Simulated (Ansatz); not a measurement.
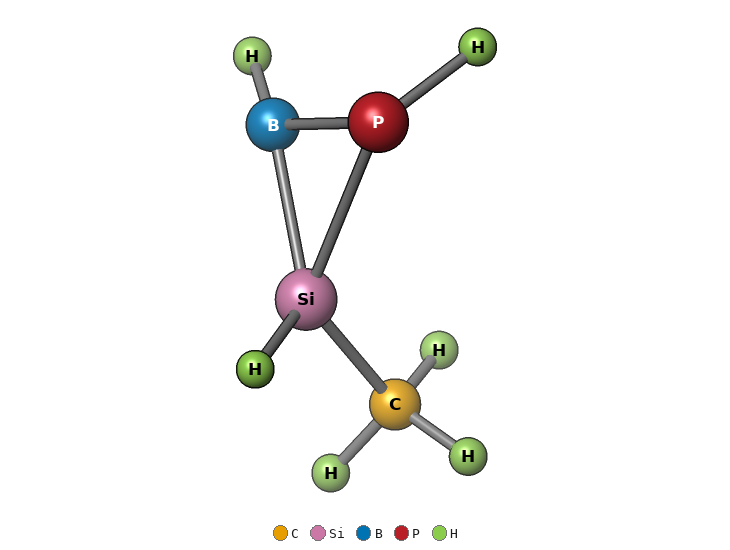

Orthographic view. Distant atoms are faded towards the background colour. The geometry was computed by an optimisation with PBE-D4/def2-SVP. No frequency run is at hand to confirm it as a minimum.

Q: Give the standard InChI.

A: InChI=1S/CH6BPSi/c1-4-2-3-4/h2-4H,1H3/t3-,4+/m0/s1
